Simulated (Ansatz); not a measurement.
**As₂RhAu₃: density, localisation and related maps**

Input file:

```
crystal:
  lattice:
    - [3.8169789635, 0.0, 0.0]
    - [-1.9084894818, 3.3056007481, 0.0]
    - [0.0, 0.0, 8.7163433887]
  atoms:
    - { symbol: As, position: [0.3333333333, 0.6666666667, 0.678035724] }
    - { symbol: As, position: [0.6666666667, 0.3333333333, 0.321964276] }
    - { symbol: Rh, position: [0.0, 0.0, 0.0] }
    - { symbol: Au, position: [0.3333333333, 0.6666666667, 0.1626583031] }
    - { symbol: Au, position: [0.6666666667, 0.3333333333, 0.8373416969] }
    - { symbol: Au, position: [0.0, 0.0, 0.5] }
kpoints:
  mp_grid: { grid: [12, 12, 4] }
hamiltonian:
  xc: r2scan
  dispersion: rvv10
scf:
  occupations: { method: fermi_dirac, width: 0.03 }
relax:
  f_tol: 0.01
  cell: {}
  max_steps: 120
output:
  write_density: true
  write_potential: true
  elf: true
  volumetric_format: npy
```

Run with:

```sh
ansatz run input.yaml --threads 2 --pin off --max-ram 2211MiB --backend cpu --events-out ev --progress --plain --runs-dir out
```

Below, planes, directions and counts refer to the conventional cell (a = 4.00 Å, b = 4.00 Å, c = 7.93 Å, α = 90.00°, β = 90.00°, γ = 120.00°).

The fields are those of the run's last geometry, not of the input's.

Space group P-3m1; a structure from a database of computed crystals, not necessarily the ambient phase; started from the K2NaCl3-164 prototype, which need not be the ambient phase; computed without spin polarisation.

The calculation used DFT, r2SCAN+rVV10, plane waves, PAW in Ansatz.

Core electrons are frozen (PAW), and the valence fields are smoothed inside the atomic spheres.

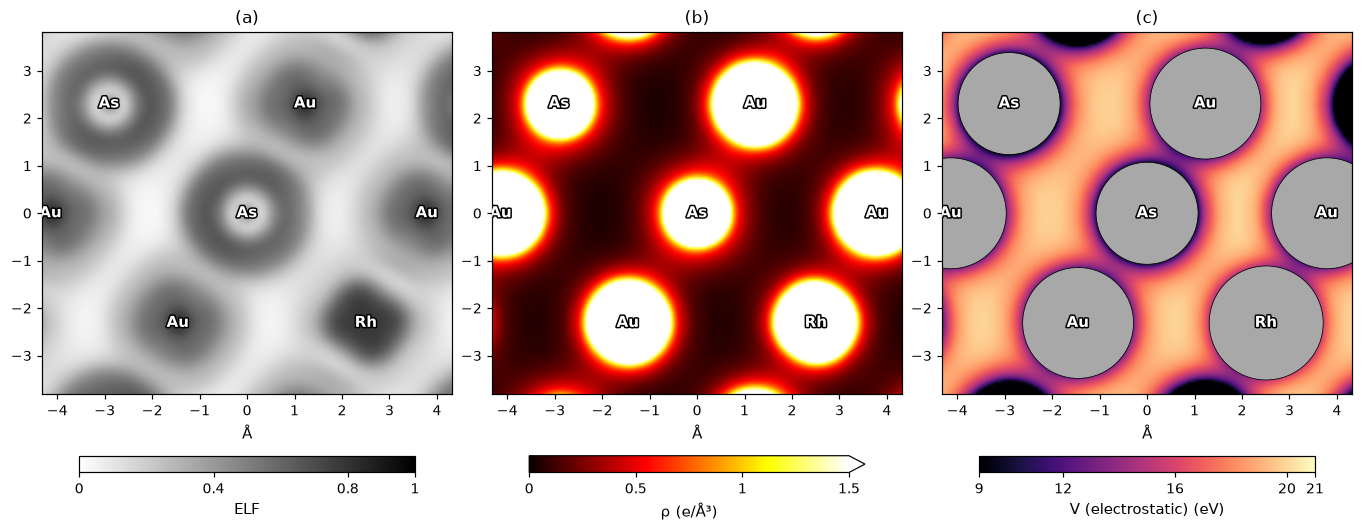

Figure 1. (a) ELF; (b) valence charge density (pseudo); (c) electrostatic potential energy of an electron on the (110) plane of the conventional cell. Grey discs cover the atomic cores in the potential map.

Q: What does the map show?

A: The section cuts through As, Rh and Au sites. As–Au (2.62 Å): ρ is about 0.43 e/Å³ halfway; the ELF is about 0.40 at the midpoint and 0.30 at its lowest between the atoms. Rh–Au (2.64 Å): ρ is about 0.41 e/Å³ halfway; the ELF is about 0.30 at the midpoint (no shared electron pair shows on this line). As–Au (2.73 Å): ρ at the midpoint is about 0.36 e/Å³; the ELF is about 0.35 at the midpoint. Between the atoms the lowest density in this plane is 0.05 e/Å³. The features right at Rh and Au lie inside the PAW spheres, where the map follows smoothed inner orbitals and isn't to be read closely. Outside the cores the potential energy rises away from the atoms and is highest about 1.9 Å from the nearest atoms; its zero is arbitrary.

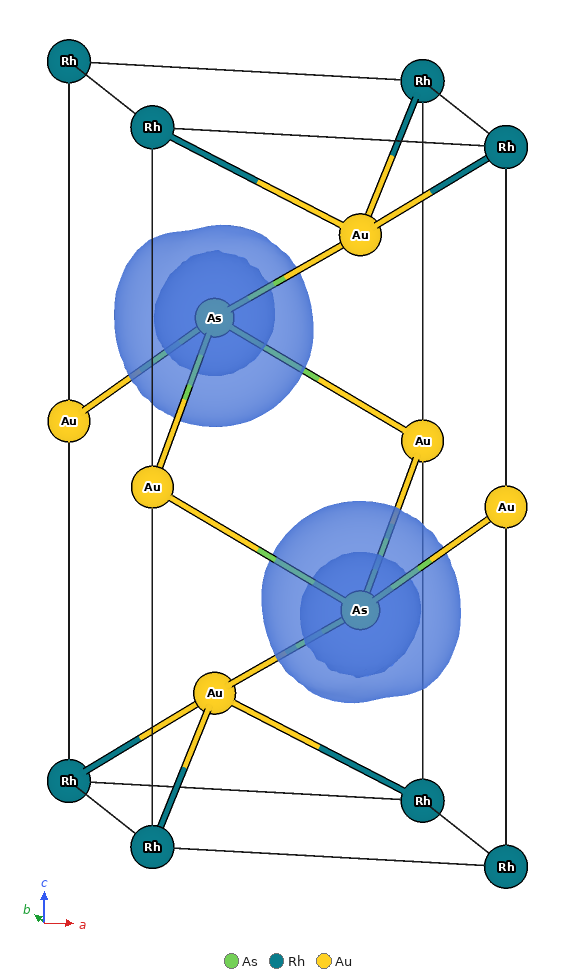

Figure 2. Isosurface of the ELF at 0.55 (blue), seen slightly off an axis. Core shells and regions of very low density are left out. Sticks mark near contacts.

Q: Identify the bonds, lone pairs and shells in this picture.

A: At this value the surface marks out two regions wrapped around As (the valence shell of each), counted in one cell of 6 atoms. Regions shared between cells count once.
